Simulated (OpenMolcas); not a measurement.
Run report: BHS, geometry relaxation (part 2 of 3)

Continued. System: BHS (hydrogen boron sulfide), SMILES B=S. Method: B3P86/ANO-L-VDZ, RKS (OpenMolcas 26.06). The geometry comes from this level: GFN2-xTB.

Geometry of the input (Å):
```
B  -0.0410  -0.0161  0.1425
S  0.3953  0.1465  -1.3797
H  -0.3543  -0.1304  1.2371
```

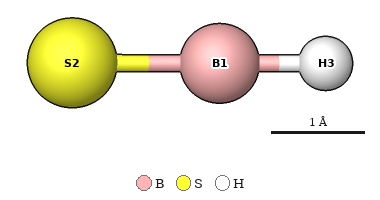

Fig. 1: The input geometry (ball-and-stick view, seen on its broad side; atoms are numbered from 1 in the order of the input).

## Output, continued
```
 **************************************************
 *              Molecular gradients               *
 **************************************************

  Irreducible representation: a
 ------------------------------------------------------------------------------------------
                              X                       Y                       Z
 ------------------------------------------------------------------------------------------
  B1                7.26887029548839E-03    2.61432771830261E-03   -2.54246226776811E-02
  S2               -1.33489353979983E-02   -4.91545665707660E-03    4.66096704458199E-02
  H3                6.08006510250803E-03    2.30112893877465E-03   -2.11850477681526E-02
 ------------------------------------------------------------------------------------------

--- Stop Module: alaska /rc=_RC_ALL_IS_WELL_ ---

--- Start Module: slapaf ---

                                              &SLAPAF

                       available to each process: 1.9 GB of memory, 1 thread

++       Slapaf input parameters:
         ------------------------

 Maximum number of iterations:                40
 Convergence test a la Schlegel.
 Convergence criterion on gradient/para.<=: 3.0E-04
 Convergence criterion on step/parameter<=: 3.0E-04
 Convergence criterion on energy change <=: 0.0E+00
 Parameters for step-restricted optimization
 Maximum step length (initial seed):       3.00E-01

 -RFO activated with parameters:
   Maximum number of data points used in RFO:      5
 Line search is performed

 -Optimization for minimum.
  Optimization method: RS-RFO.

 -Initial Hessian guessed by Hessian Model Function (HMF).
  HMF augmented with weak interactions.

 -Hessian update method: Broyden-Fletcher-Goldfarb-Shanno
  Maximum number of points in Hessian update:  5

 -Relaxation will be done on non-redundant internal coordinates, based on
  force constant weighted redundant internal coordinates.

--

 ******************************************
 * Statistics of the internal coordinates *
 ******************************************
 Translations and Rotations:         0
 Bonds                     :         2
 Angles                    :         2
 Torsions                  :         0
 Out-of-plane angles       :         0

**********************************************************************************************************************
*                                    Energy Statistics for Geometry Optimization                                     *
**********************************************************************************************************************
                       Energy     Grad      Grad              Step                 Estimated   Geom       Hessian
Iter      Energy       Change     Norm      Max    Element    Max     Element     Final Energy Update Update   Index
  1   -423.69439937  0.00000000 0.059766  0.041085 nrc002   0.073225  nrc002     -423.69637409 RS-RFO  None      0

       +----------------------------------+----------------------------------+
       +    Cartesian Displacements       +    Gradient in internals         +
       +  Value      Threshold Converged? +  Value      Threshold Converged? +
 +-----+----------------------------------+----------------------------------+
 + RMS + 4.5141E-02  1.2000E-03     No    + 3.4506E-02  3.0000E-04     No    +
 +-----+----------------------------------+----------------------------------+
 + Max + 5.5662E-02  1.8000E-03     No    + 4.1085E-02  4.5000E-04     No    +
 +-----+----------------------------------+----------------------------------+

 Convergence not reached yet!

*****************************************************************************************************************
*****************************************************************************************************************

++ Geometry section

********************************************************************************
  Geometrical information of the new structure
********************************************************************************

 *********************************************************
 * Nuclear coordinates for the next iteration / bohr     *
 *********************************************************
  ATOM              X               Y               Z
  B1              -0.077616       -0.029633        0.270227
  S2               0.762242        0.282134       -2.660468
  H3              -0.684645       -0.252501        2.390222

 *********************************************************
 * Nuclear coordinates for the next iteration / angstrom *
 *********************************************************
  ATOM              X               Y               Z
  B1              -0.041072       -0.015681        0.142998
  S2               0.403361        0.149299       -1.407859
  H3              -0.362299       -0.133618        1.264851

                    ***************************************
                    *    InterNuclear Distances / bohr    *
                    ***************************************

               1 B1            2 S2            3 H3
    1 B1       0.000000
    2 S2       3.064560        0.000000
    3 H3       2.216424        5.280983        0.000000

                    *******************************************
                    *    InterNuclear Distances / angstrom    *
                    *******************************************

               1 B1            2 S2            3 H3
    1 B1       0.000000
    2 S2       1.621695        0.000000
    3 H3       1.172881        2.794576        0.000000
--
--- Stop Module: slapaf /rc=_RC_CONTINUE_LOOP_ ---

>>> END DO

--- Start Module: seward ---
--- Stop Module: seward /rc=_RC_ALL_IS_WELL_ ---

--- Start Module: scf ---
--- Stop Module: scf /rc=_RC_ALL_IS_WELL_ ---
--- Module scf spent 1 second ---

--- Start Module: slapaf ---
--- Stop Module: slapaf /rc=_RC_INVOKED_OTHER_MODULE_ ---

--- Start Module: alaska ---
 Rotational correction to the DFT gradient is turned off due to close-to-degeneracy problems!
--- Stop Module: alaska /rc=_RC_ALL_IS_WELL_ ---

--- Start Module: slapaf ---

**********************************************************************************************************************
*                                    Energy Statistics for Geometry Optimization                                     *
**********************************************************************************************************************
                       Energy     Grad      Grad              Step                 Estimated   Geom       Hessian
Iter      Energy       Change     Norm      Max    Element    Max     Element     Final Energy Update Update   Index
  1   -423.69439937  0.00000000 0.059766  0.041085 nrc002   0.073225  nrc002     -423.69637409 RS-RFO  None      0
  2   -423.69706268 -0.00266332 0.025403  0.015673 nrc001   0.041530  nrc002     -423.69753961 RS-RFO  BFGS      0

       +----------------------------------+----------------------------------+
       +    Cartesian Displacements       +    Gradient in internals         +
       +  Value      Threshold Converged? +  Value      Threshold Converged? +
 +-----+----------------------------------+----------------------------------+
 + RMS + 2.7778E-02  1.2000E-03     No    + 1.4667E-02  3.0000E-04     No    +
 +-----+----------------------------------+----------------------------------+
 + Max + 3.6242E-02  1.8000E-03     No    + 1.5673E-02  4.5000E-04     No    +
 +-----+----------------------------------+----------------------------------+

 Convergence not reached yet!

*****************************************************************************************************************
*****************************************************************************************************************

++ Geometry section

********************************************************************************
  Geometrical information of the new structure
********************************************************************************

 *********************************************************
 * Nuclear coordinates for the next iteration / bohr     *
 *********************************************************
  ATOM              X               Y               Z
  B1              -0.078843       -0.029162        0.275170
  S2               0.772109        0.285394       -2.695188
  H3              -0.693285       -0.256231        2.419999

 *********************************************************
 * Nuclear coordinates for the next iteration / angstrom *
 *********************************************************
  ATOM              X               Y               Z
  B1              -0.041722       -0.015432        0.145614
  S2               0.408583        0.151024       -1.426232
  H3              -0.366871       -0.135592        1.280608

--
--- Stop Module: slapaf /rc=_RC_CONTINUE_LOOP_ ---

>>> END DO

--- Start Module: seward ---
--- Stop Module: seward /rc=_RC_ALL_IS_WELL_ ---

--- Start Module: scf ---
--- Stop Module: scf /rc=_RC_ALL_IS_WELL_ ---
--- Module scf spent 1 second ---

--- Start Module: slapaf ---
--- Stop Module: slapaf /rc=_RC_INVOKED_OTHER_MODULE_ ---

--- Start Module: alaska ---
 Rotational correction to the DFT gradient is turned off due to close-to-degeneracy problems!
--- Stop Module: alaska /rc=_RC_ALL_IS_WELL_ ---

--- Start Module: slapaf ---

**********************************************************************************************************************
*                                    Energy Statistics for Geometry Optimization                                     *
**********************************************************************************************************************
                       Energy     Grad      Grad              Step                 Estimated   Geom       Hessian
Iter      Energy       Change     Norm      Max    Element    Max     Element     Final Energy Update Update   Index
  1   -423.69439937  0.00000000 0.059766  0.041085 nrc002   0.073225  nrc002     -423.69637409 RS-RFO  None      0
  2   -423.69706268 -0.00266332 0.025403  0.015673 nrc001   0.041530  nrc002     -423.69753961 RS-RFO  BFGS      0
  3   -423.69755207 -0.00048939 0.003547  0.001925 nrc001   0.003835  nrc001     -423.69755651 RS-RFO  BFGS      0

       +----------------------------------+----------------------------------+
       +    Cartesian Displacements       +    Gradient in internals         +
       +  Value      Threshold Converged? +  Value      Threshold Converged? +
 +-----+----------------------------------+----------------------------------+
 + RMS + 1.5189E-03  1.2000E-03     No    + 2.0477E-03  3.0000E-04     No    +
 +-----+----------------------------------+----------------------------------+
 + Max + 2.0399E-03  1.8000E-03     No    + 1.9247E-03  4.5000E-04     No    +
 +-----+----------------------------------+----------------------------------+

 Convergence not reached yet!

*****************************************************************************************************************
*****************************************************************************************************************

++ Geometry section

********************************************************************************
  Geometrical information of the new structure
********************************************************************************

 *********************************************************
 * Nuclear coordinates for the next iteration / bohr     *
 *********************************************************
  ATOM              X               Y               Z
  B1              -0.079398       -0.029337        0.277126
  S2               0.772227        0.285425       -2.695607
  H3              -0.692848       -0.256087        2.418463
```
